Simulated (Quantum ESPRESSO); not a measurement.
# Mo (Im-3m): electron-phonon coupling, part 2 of 3

How strong is the electron-phonon coupling in Mo (Im-3m)?

Quantum ESPRESSO 7.5; DFT LDA, scalar-relativistic, plane waves, PseudoDojo norm-conserving pseudopotentials.

So far. Step 2 (A first look): No gap opens on this mesh, so smearing is kept; the start stands at -8.3 GPa. Step 4 (Self-consistent run for the response): The cell stands at -0.02 GPa, close enough for phonons. The relaxed cell has a = 3.112 Å (conventional setting).

**7. Linear response on the mesh**

Linear response treats each wavevector in the unit cell, with no supercell; the 4×4×4 mesh fixes the range of the force constants to be had. The change of the potential is kept for the electron-phonon matrix elements.

ph.in reads:

```
phonons
&inputph
   prefix = 'x'
   outdir = './tmp'
   fildyn = 'x.dyn'
   tr2_ph = 1.0d-18
   alpha_mix(1) = 0.4
   nmix_ph = 8
   ldisp = .true.
   nq1 = 4
   nq2 = 4
   nq3 = 4
   electron_phonon = 'interpolated'
   fildvscf = 'dvscf'
   el_ph_sigma = 0.005
   el_ph_nsigma = 10
/
```

Started as:

```console
$ OMP_NUM_THREADS=1 mpirun -n 4 ph.x -nk 4 -in ph.in > ph.out
```

Numbers of over 12 decimals in the logs are rounded to 6 here.

Log:

```text
[banners, grids, parts of the stress and lines that vanish by symmetry left out]
[banner, memory and clock lines left out]
Program PHONON v.7.5

     ./tmp/x.save/

     IMPORTANT: XC functional enforced from input :
     Exchange-correlation= PW
                           (   1   4   0   0   0   0   0)
     Any further DFT definition will be discarded
     Please, verify this is what you really want

     G-vector sticks info

     Reading collected, re-writing distributed wavefunctions in ./tmp/

     Dynamical matrices for ( 4, 4, 4)  uniform grid of q-points
     (   8 q-points):
       N         xq(1)         xq(2)         xq(3)
       1   0.000000000   0.000000000   0.000000000
       2   0.216506351   0.216506351   0.000000000
[...]
Number and degeneracy of irreps per q-point
       N         xq(1)         xq(2)         xq(3)   N irreps
       1   0.000000000   0.000000000   0.000000000       1
        3
       2   0.216506351   0.216506351   0.000000000       3
     No degeneracy
[...]
No degeneracy
[...]
No degeneracy
[...]
3
[...]
1   2
       7  -0.866025404  -0.216506351  -0.216506351       3
     No degeneracy
       8  -0.866025404  -0.866025404  -0.866025404       1
        3

     Saving dvscf to file. Distribute only q points, not irreducible representations.

     Calculation of q =    0.0000000   0.0000000   0.0000000

     phonons

     bravais-lattice index     =            0
     lattice parameter (alat)  =       5.0936  a.u.
     unit-cell volume          =     101.7287 (a.u.)^3
     number of atoms/cell      =            1
     number of atomic types    =            1
     kinetic-energy cut-off    =      80.0000  Ry
     charge density cut-off    =     320.0000  Ry
     convergence threshold     =      1.0E-18
     beta                      =       0.4000
     number of iterations used =            8
     Exchange-correlation= PW
                           (   1   4   0   0   0   0   0)

     celldm(1)=    5.09356  celldm(2)=    0.00000  celldm(3)=    0.00000
     celldm(4)=    0.00000  celldm(5)=    0.00000  celldm(6)=    0.00000

     crystal axes: (cart. coord. in units of alat)
               a(1) = ( -0.5774  0.5774  0.5774 )
               a(2) = (  0.5774 -0.5774  0.5774 )
               a(3) = (  0.5774  0.5774 -0.5774 )

     reciprocal axes: (cart. coord. in units 2 pi/alat)
               b(1) = ( -0.0000  0.8660  0.8660 )
               b(2) = (  0.8660 -0.0000  0.8660 )
               b(3) = (  0.8660  0.8660  0.0000 )

     Atoms inside the unit cell:

     Cartesian axes

     site n.  atom      mass           positions (alat units)
        1  Mo     95.9500   tau(    1) = (    0.00000    0.00000    0.00000  )

     Computing dynamical matrix for
                    q = (   0.0000000   0.0000000   0.0000000 )

     49 Sym.Ops. (with q -> -q+G )

     G cutoff =  210.2974  (   9909 G-vectors)     FFT grid: ( 30, 30, 30)

     number of k points=   145  Marzari-Vanderbilt smearing, width (Ry)=  0.0200

     PseudoPot. # 1 for Mo read from file:
     ./pseudo/Mo.upf
     Pseudo is Norm-conserving + core correction, Zval = 14.0

     Mode symmetry, O_h (m-3m)  point group:

     Atomic displacements:
     There are    1 irreducible representations

     Representation     1      3 modes -  To be done

     Alpha used in Ewald sum =   2.8000

     Representation #   1 modes #   1   2   3

     Self-consistent Calculation
      iter #   1   av.it.:   7.6
      thresh= 1.000E-02 alpha_mix =  0.400 |ddv_scf|^2 =  5.166E-06
      iter #   2   av.it.:  10.6
      thresh= 2.273E-04 alpha_mix =  0.400 |ddv_scf|^2 =  5.327E-07
[...]
End of self-consistent calculation

     Convergence has been achieved

     Number of q in the star =    1
     List of q in the star:
[...]
Diagonalizing the dynamical matrix

     q = (    0.000000000   0.000000000   0.000000000 )

 **************************************************************************
     freq (    1) =      -0.015590 [THz] =      -0.520013 [cm-1]
     freq (    2) =      -0.015590 [THz] =      -0.520013 [cm-1]
     freq (    3) =      -0.015590 [THz] =      -0.520013 [cm-1]
 **************************************************************************

     Mode symmetry, O_h (m-3m)  point group:

     freq (   1-   3) =         -0.5  [cm-1]   --> T_1u G_15  G_4- I
     Electron-phonon interaction  ...

     [... narrower broadenings left out ...]
     Gaussian Broadening:   0.020 Ry, ngauss=   0
     DOS =  4.407483 states/spin/Ry/Unit Cell at Ef= 22.013878 eV
     lambda(    1)=  0.0000   gamma=    0.01 GHz
     lambda(    2)=  0.0000   gamma=    0.01 GHz
     lambda(    3)=  0.0000   gamma=    0.01 GHz
     [... wider broadenings left out ...]

     Number of q in the star =    1
     List of q in the star:
[...]
Calculation of q =    0.2165064   0.2165064   0.0000000
     [... set-up and bands at k+q left out ...]

     Mode symmetry, C_2v (mm2)  point group:

     Atomic displacements:
     There are    3 irreducible representations

     Representation     1      1 modes -  To be done

[...]
Message from routine init_vloc:
     Interpolation table for Vloc re-allocated

     Alpha used in Ewald sum =   2.8000

     Representation #   1 mode #   1

     Self-consistent Calculation

[...]
[... iterations left out ...]
[...]
End of self-consistent calculation

     Convergence has been achieved

     Representation #   2 mode #   2

[...]
[... iterations left out ...]
[...]
Convergence has been achieved

[...]
Convergence has been achieved

[...]
Diagonalizing the dynamical matrix

     q = (    0.216506351   0.216506351   0.000000000 )

[...]
freq (    1) =       3.498990 [THz] =     116.713734 [cm-1]
     freq (    2) =       4.093287 [THz] =     136.537368 [cm-1]
     freq (    3) =       6.066578 [THz] =     202.359265 [cm-1]
[...]
Mode symmetry, C_2v (mm2)  point group:

     freq (   1-   1) =        116.7  [cm-1]   --> B_2  D_4  S_4
     freq (   2-   2) =        136.5  [cm-1]   --> B_1  D_3  S_3
     freq (   3-   3) =        202.4  [cm-1]   --> A_1  D_1  S_1
     Electron-phonon interaction  ...

     [... narrower broadenings left out ...]
     Gaussian Broadening:   0.020 Ry, ngauss=   0
     DOS =  4.407483 states/spin/Ry/Unit Cell at Ef= 22.013878 eV
     lambda(    1)=  0.1063   gamma=    5.48 GHz
     lambda(    2)=  0.0943   gamma=    6.65 GHz
     lambda(    3)=  0.1116   gamma=   17.29 GHz
     [... wider broadenings left out ...]

[...]
[... set-up and bands at k+q left out ...]

     Mode symmetry, D_2h (mmm)  point group:

[...]
Convergence has been achieved

[...]
Convergence has been achieved

[...]
Convergence has been achieved

[...]
q = (   -0.433012702  -0.433012702   0.000000000 )

[...]
freq (    1) =       4.658424 [THz] =     155.388311 [cm-1]
     freq (    2) =       6.027597 [THz] =     201.059009 [cm-1]
     freq (    3) =       8.258503 [THz] =     275.473994 [cm-1]
[...]
Mode symmetry, D_2h (mmm)  point group:

     freq (   1-   1) =        155.4  [cm-1]   --> B_1u
     freq (   2-   2) =        201.1  [cm-1]   --> B_2u
     freq (   3-   3) =        275.5  [cm-1]   --> B_3u
[...]
lambda(    1)=  0.7476   gamma=   68.28 GHz
     lambda(    2)=  0.0659   gamma=   10.07 GHz
     lambda(    3)=  0.1094   gamma=   31.40 GHz
[...]
Mode symmetry, C_s (m)     point group:

[...]
Convergence has been achieved

[...]
Convergence has been achieved

[...]
Convergence has been achieved

[...]
q = (    0.433012702   0.216506351   0.216506351 )

[...]
freq (    1) =       5.764449 [THz] =     192.281327 [cm-1]
     freq (    2) =       6.157572 [THz] =     205.394510 [cm-1]
     freq (    3) =       7.391555 [THz] =     246.555746 [cm-1]
[...]
Mode symmetry, C_s (m)     point group:

     freq (   1-   1) =        192.3  [cm-1]   --> A'
     freq (   2-   2) =        205.4  [cm-1]   --> A''
     freq (   3-   3) =        246.6  [cm-1]   --> A'
[...]
lambda(    1)=  0.1294   gamma=   18.09 GHz
     lambda(    2)=  0.0947   gamma=   15.11 GHz
     lambda(    3)=  0.0817   gamma=   18.80 GHz
[...]
Mode symmetry, T_d (-43m)  point group:

[...]
Representation #   1 modes #   1   2   3

[...]
Convergence has been achieved

[...]
q = (    0.433012702   0.433012702   0.433012702 )

[...]
freq (    1) =       6.429820 [THz] =     214.475711 [cm-1]
     freq (    2) =       6.429820 [THz] =     214.475711 [cm-1]
     freq (    3) =       6.429820 [THz] =     214.475711 [cm-1]
[...]
Mode symmetry, T_d (-43m)  point group:

     freq (   1-   3) =        214.5  [cm-1]   --> T_2  G_15 P_4
[...]
lambda(    1)=  0.2033   gamma=   35.38 GHz
     lambda(    2)=  0.2049   gamma=   35.65 GHz
     lambda(    3)=  0.2052   gamma=   35.71 GHz
[...]
Mode symmetry, C_4v (4mm)  point group:

[...]
Convergence has been achieved

     Representation #   2 modes #   2   3

[...]
Convergence has been achieved

[...]
q = (    0.000000000   0.000000000   0.433012702 )

[...]
freq (    1) =       4.474629 [THz] =     149.257564 [cm-1]
     freq (    2) =       4.474629 [THz] =     149.257564 [cm-1]
     freq (    3) =       7.340475 [THz] =     244.851874 [cm-1]
[...]
Mode symmetry, C_4v (4mm)  point group:

     freq (   1-   2) =        149.3  [cm-1]   --> E    G_5 D_5
     freq (   3-   3) =        244.9  [cm-1]   --> A_1  G_1 D_1
[...]
lambda(    1)=  0.2512   gamma=   21.17 GHz
     lambda(    2)=  0.2512   gamma=   21.17 GHz
     lambda(    3)=  0.1683   gamma=   38.17 GHz
[...]
Calculation of q =   -0.8660254  -0.2165064  -0.2165064
     [... set-up and bands at k+q left out ...]

     Mode symmetry, C_2v (mm2)  point group:

     Atomic displacements:
     There are    3 irreducible representations

[...]
Representation     3      1 modes -  To be done

     Alpha used in Ewald sum =   2.8000

[...]
Convergence has been achieved

     Representation #   2 mode #   2

[...]
Convergence has been achieved

     Representation #   3 mode #   3

     Self-consistent Calculation

[...]
[... iterations left out ...]
[...]
End of self-consistent calculation

     Convergence has been achieved

[...]
Diagonalizing the dynamical matrix

     q = (   -0.866025404  -0.216506351  -0.216506351 )

[...]
freq (    1) =       5.451762 [THz] =     181.851207 [cm-1]
     freq (    2) =       6.691613 [THz] =     223.208174 [cm-1]
     freq (    3) =       7.386235 [THz] =     246.378295 [cm-1]
[...]
Mode symmetry, C_2v (mm2)  point group:

     freq (   1-   1) =        181.9  [cm-1]   --> B_1  D_3  S_3
     freq (   2-   2) =        223.2  [cm-1]   --> A_1  D_1  S_1
     freq (   3-   3) =        246.4  [cm-1]   --> B_2  D_4  S_4
     Electron-phonon interaction  ...

     [... narrower broadenings left out ...]
     Gaussian Broadening:   0.020 Ry, ngauss=   0
     DOS =  4.407483 states/spin/Ry/Unit Cell at Ef= 22.013878 eV
     lambda(    1)=  0.4849   gamma=   60.65 GHz
     lambda(    2)=  0.2290   gamma=   43.16 GHz
     lambda(    3)=  0.1842   gamma=   42.29 GHz
     [... wider broadenings left out ...]

[...]
Calculation of q =   -0.8660254  -0.8660254  -0.8660254
     [... set-up and bands at k+q left out ...]

     Mode symmetry, O_h (m-3m)  point group:

     Atomic displacements:
     There are    1 irreducible representations

     Representation     1      3 modes -  To be done

     Message from routine init_vloc:
     Interpolation table for Vloc re-allocated

     Alpha used in Ewald sum =   2.8000

     Representation #   1 modes #   1   2   3

     Self-consistent Calculation

      iter #   1   av.it.:   8.3
      thresh= 1.000E-02 alpha_mix =  0.400 |ddv_scf|^2 =  3.176E-05

      [... iterations left out ...]
      iter #   9   av.it.:  11.8
      thresh= 7.506E-10 alpha_mix =  0.400 |ddv_scf|^2 =  2.899E-20

     End of self-consistent calculation

     Convergence has been achieved

     Number of q in the star =    1
     List of q in the star:
          1  -0.866025404  -0.866025404  -0.866025404

     Diagonalizing the dynamical matrix

     q = (   -0.866025404  -0.866025404  -0.866025404 )

 **************************************************************************
     freq (    1) =       5.719538 [THz] =     190.783267 [cm-1]
     freq (    2) =       5.719538 [THz] =     190.783267 [cm-1]
     freq (    3) =       5.719538 [THz] =     190.783267 [cm-1]
 **************************************************************************

     Mode symmetry, O_h (m-3m)  point group:

     freq (   1-   3) =        190.8  [cm-1]   --> T_1u G_15  G_4-
     Electron-phonon interaction  ...

     [... narrower broadenings left out ...]
     Gaussian Broadening:   0.020 Ry, ngauss=   0
     DOS =  4.407483 states/spin/Ry/Unit Cell at Ef= 22.013878 eV
     lambda(    1)=  0.9155   gamma=  126.05 GHz
     lambda(    2)=  0.9219   gamma=  126.93 GHz
     lambda(    3)=  0.9283   gamma=  127.81 GHz
     [... wider broadenings left out ...]

     Number of q in the star =    1
     List of q in the star:
          1  -0.866025404  -0.866025404  -0.866025404


[key lines of the parts left out:]
the Fermi energy is    22.0157 ev
```

It took 50 min on 4 MPI ranks of Arm Neoverse V1, shared host; 3.3 h of CPU time.

This step gave:

| Item | Value |
| --- | --- |
| largest acoustic frequency at the zone centre before the sum rule | -0.52 cm⁻¹ |
| lowest mode on the q mesh (acoustic ones at the zone centre apart) | 116.7 cm⁻¹ |

Frequencies (cm⁻¹) at each irreducible wavevector; negative means imaginary. Frequencies by wavevector:

| q (fractions) | star | mode 1 | mode 2 | mode 3 |
| --- | --- | --- | --- | --- |
| 0 0 0 | 1 | -0.52 | -0.52 | -0.52 |
| 0 0 0.25 | 12 | 116.7 | 136.5 | 202.4 |
| 0 0 -0.5 | 6 | 155.4 | 201.1 | 275.5 |
| 0 0.25 0.25 | 24 | 192.3 | 205.4 | 246.6 |
| 0.25 0.25 0.25 | 2 | 214.5 | 214.5 | 214.5 |
| 0.25 0.25 -0.25 | 6 | 149.3 | 149.3 | 244.8 |
| 0.25 -0.5 -0.5 | 12 | 181.8 | 223.2 | 246.4 |
| -0.5 -0.5 -0.5 | 1 | 190.8 | 190.8 | 190.8 |

Couplings of single modes at a Gaussian broadening of 0.02 Ry, as ph.x prints them; it sets λ to zero for modes under 20 cm⁻¹. Mode couplings:

| q (fractions) | mode | frequency (cm⁻¹) | λ | linewidth γ (GHz) |
| --- | --- | --- | --- | --- |
| 0 0 0.25 | 1 | 116.7 | 0.1063 | 5.48 |
| 0 0 0.25 | 2 | 136.5 | 0.0943 | 6.65 |
| 0 0 0.25 | 3 | 202.4 | 0.1116 | 17.29 |
| 0 0 -0.5 | 1 | 155.4 | 0.7476 | 68.28 |
| 0 0 -0.5 | 2 | 201.1 | 0.0659 | 10.07 |
| 0 0 -0.5 | 3 | 275.5 | 0.1094 | 31.4 |
| 0 0.25 0.25 | 1 | 192.3 | 0.1294 | 18.09 |
| 0 0.25 0.25 | 2 | 205.4 | 0.0947 | 15.11 |
| 0 0.25 0.25 | 3 | 246.6 | 0.0817 | 18.8 |
| 0.25 0.25 0.25 | 1 | 214.5 | 0.2033 | 35.38 |
| 0.25 0.25 0.25 | 2 | 214.5 | 0.2049 | 35.65 |
| 0.25 0.25 0.25 | 3 | 214.5 | 0.2052 | 35.71 |
| 0.25 0.25 -0.25 | 1 | 149.3 | 0.2512 | 21.17 |
| 0.25 0.25 -0.25 | 2 | 149.3 | 0.2512 | 21.17 |
| 0.25 0.25 -0.25 | 3 | 244.8 | 0.1683 | 38.17 |
| 0.25 -0.5 -0.5 | 1 | 181.8 | 0.4849 | 60.65 |
| 0.25 -0.5 -0.5 | 2 | 223.2 | 0.229 | 43.16 |
| 0.25 -0.5 -0.5 | 3 | 246.4 | 0.1842 | 42.29 |
| -0.5 -0.5 -0.5 | 1 | 190.8 | 0.9155 | 126 |
| -0.5 -0.5 -0.5 | 2 | 190.8 | 0.9219 | 126.9 |
| -0.5 -0.5 -0.5 | 3 | 190.8 | 0.9283 | 127.8 |

The acoustic modes at Γ come out as far as 0.5 cm⁻¹ from zero, where they should vanish, a small numerical error.

**8. Force constants in real space**

The dynamical matrices of the mesh are Fourier-transformed to force constants in real space.

q2r.in reads:

```
&input
   fildyn = 'x.dyn'
   zasr = 'crystal'
   flfrc = 'x.fc'
   la2F = .true.
/
```

Started as:

```console
$ q2r.x < q2r.in > q2r.out
```

Log:

```text
[banners, grids, parts of the stress and lines that vanish by symmetry left out]
[banner, memory and clock lines left out]
Program Q2R v.7.5

  reading grid info from file x.dyn0

  reading force constants from file x.dyn1
  Dielectric Tensor not found
  nqs=            1
 q=   0.00000000  0.00000000  0.00000000
  reading force constants from file x.dyn2
  nqs=           12
 q=   0.21650635  0.21650635 -0.00000000
[...]
reading force constants from file x.dyn7
  nqs=           12
[...]
q=  -0.21650635  0.21650635  0.86602540
  reading force constants from file x.dyn8
  nqs=            1
 q=  -0.86602540 -0.86602540 -0.86602540

      q-space grid ok, #points =   64

      fft-check success (sum of imaginary terms < 10^-12)

   Preparing gamma for a2F

 Broadening =      0.005
      q-space grid ok, #points =   64

      fft-check success (sum of imaginary terms < 10^-12)

 Broadening =      0.010
[...]
Broadening =      0.045
      q-space grid ok, #points =   64

      fft-check success (sum of imaginary terms < 10^-12)

 Broadening =      0.050
      q-space grid ok, #points =   64

      fft-check success (sum of imaginary terms < 10^-12)
```

Wall time 0.48 s (1 thread).

**9. Dispersion**

From the force constants any wavevector is cheap; points of the mesh come back as solved, but for the sum rule and, in polar crystals, the LO-TO term at Γ; the rest is interpolation.

matdyn.in reads:

```
&input
   asr = 'crystal'
   flfrc = 'x.fc'
   flfrq = 'x.freq'
   flvec = 'x.modes'
   q_in_band_form = .true.
   q_in_cryst_coord = .true.
/
8
  0.0000000   0.0000000   0.0000000  12  ! GAMMA
  0.5000000  -0.5000000   0.5000000  12  ! H
  0.0000000   0.0000000   0.5000000  12  ! N
  0.0000000   0.0000000   0.0000000  12  ! GAMMA
  0.2500000   0.2500000   0.2500000  12  ! P
  0.5000000  -0.5000000   0.5000000   1  ! H
  0.2500000   0.2500000   0.2500000  12  ! P
  0.0000000   0.0000000   0.5000000   1  ! N
```

Started as:

```console
$ matdyn.x -in matdyn.in > matdyn.out
```

Log:

```text
[banner, memory and clock lines left out]
Program MATDYN v.7.5

 mass for atomic type   1 not given; uses mass from file x.fc
 Norm of the difference between old and new effective charges:    0.000000

 Norm of the difference between old and new force-constants:   4.24353e-07

     Message from routine matdyn:
     Z* not found in file x.fc, TO-LO splitting at q=0 will be absent!
     Message from routine matdyn:
     Z* not found in file x.fc, TO-LO splitting at q=0 will be absent!

Note: The following floating-point exceptions are signalling: IEEE_UNDERFLOW_FLAG
```

Wall time 0.46 s (1 thread).

Numbers from this step:

- lowest frequency on the path: 0 cm⁻¹
- mean frequency: 196.9 cm⁻¹
- Debye temperature (second moment): 375 K
- logarithmic mean frequency: 190.8 cm⁻¹

Matdyn.x, sum rule crystal. Phonon branches along the path, in cm⁻¹:

| point | branch 1 | branch 2 | branch 3 |
| --- | --- | --- | --- |
| Γ | 0 | 0 | 0 |
| H | 191 | 191 | 191 |
| N | 155 | 201 | 276 |
| Γ | 0 | 0 | 0 |
| P | 214 | 214 | 214 |
| H | 191 | 191 | 191 |
| jump to P | 214 | 214 | 214 |
| N | 155 | 201 | 276 |

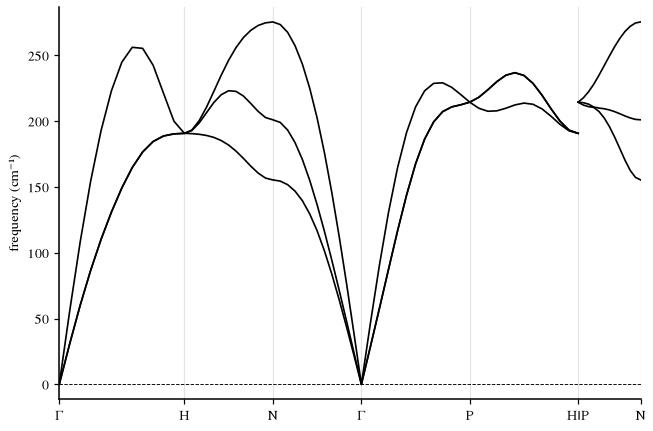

Phonon branches along the path.

Lowest modes at the softest wavevector of the mesh; phase exp(i q.(R + tau)). Modes at q = (0.000, 0.250, 0.000):

| mode | frequency (cm⁻¹) |
| --- | --- |
| 1 | 116.7 |
| 2 | 136.5 |
| 3 | 202.3 |

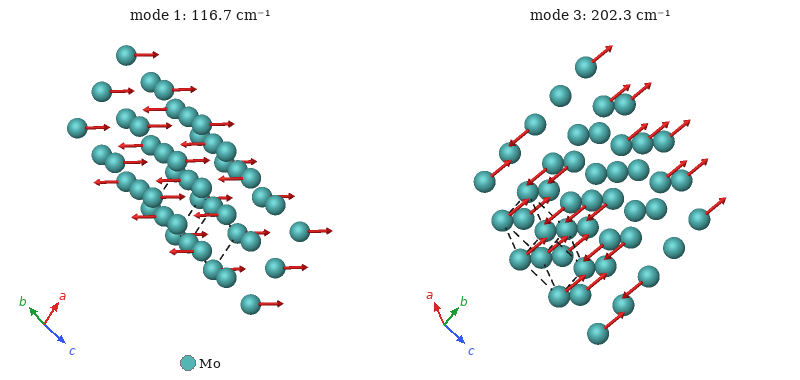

Displacement patterns of modes 1 and 3 at q = (0.000, 0.250, 0.000); arrows are exaggerated. 2×4×2 cells are drawn. The axes are those of the cell as run, not the conventional ones. Some periodic images of atoms are drawn too.

Force constants by pair (phonopy on the run's constants); pairs near half the supercell's span include their periodic images. Pair force constants, by row:

| atom | neighbour | distance (Å) | third of the trace (eV/Å²) | along the pair's line (eV/Å²) |
| --- | --- | --- | --- | --- |
| Mo1 | itself | 0 | 14.36 | – |
| Mo1 | Mo | 2.695 | -0.9767 | -2.296 |
| Mo1 | Mo | 3.112 | -0.9024 | -2.962 |
| Mo1 | Mo | 4.402 | -0.1925 | -0.3213 |
| Mo1 | Mo | 5.161 | 0.058 | 0.1183 |
| Mo1 | Mo | 5.391 | 0.0898 | -0.2103 |
| Mo1 | Mo | 6.225 | -0.2423 | -0.4867 |
| Mo1 | Mo | 6.959 | 0.0251 | 0.0347 |

Harmonic mean-square displacement, third of the trace. Mean-square displacements:

| T (K) | Mo1 U_eq (Å²) |
| --- | --- |
| 0 | 9.60e-4 |
| 100 | 0.00122 |
| 300 | 0.00269 |
| 600 | 0.00516 |

Mode patterns, pair constants, displacements and means over the zone were worked out by phonopy from the force constants of q2r.x.

All branches are real along the path.

[end of part 2 of 3]

[Host names and launcher messages were left out of these logs when they were recorded.]

[Logs are printed without paths, hosts, clocks, repeated set-up lines and the standing remarks that a program may print on its own settings, such as how far it seeks lower states.]

[Hosts, paths, dates, database ids (printed as entryN), source tags and the programs' standing remarks are cut or masked in the printed files.]
